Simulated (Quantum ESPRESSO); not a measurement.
```yaml
crystal:
  lattice:
    - [4.00768, 0.00000, 0.00000]
    - [0.00000, 4.00768, 0.00000]
    - [0.00000, 0.00000, 4.00768]
  atoms:
    - { symbol: Ba, position: [0.50000, 0.50000, 0.50000] }
    - { symbol: Ti, position: [0.00000, 0.00000, 0.00000] }
    - { symbol: O, position: [0.50000, 0.00000, 0.00000] }
    - { symbol: O, position: [0.00000, 0.50000, 0.00000] }
    - { symbol: O, position: [0.00000, 0.00000, 0.50000] }
```
Geometry: a computed entry of the Materials Project; it was not checked against measured cells. It is BaTiO3 in Pm-3m. Stability against distortions was not tested. The run has no spin polarisation.

For site O (atoms 3, 4, 5), PBE PAW (JTH datasets; density from pw.x of a modified build of Quantum ESPRESSO, gradients reconstructed from it by a script) (22.5 Ha, k-mesh 6×6×6 through Γ) gives Vzz = 0.259 a.u. and η_Q = 0.00, so |C_Q| = 1.56 MHz for ¹⁷O (|Q| = 0.0256 barn). Cores are frozen. Against all-electron runs on small test molecules, this scheme's |Vzz| missed by −2 to +6 % on O.

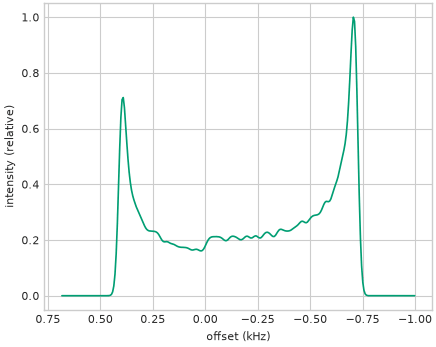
Figure. Simulated static powder pattern of the ¹⁷O central transition at 11.7 T (Larmor frequency ν0 = 67.6 MHz, I = 5/2), second-order quadrupolar broadening alone, zero at the isotropic chemical shift

The full linewidth is 1.12 kHz, or 16.7 ppm at this field.
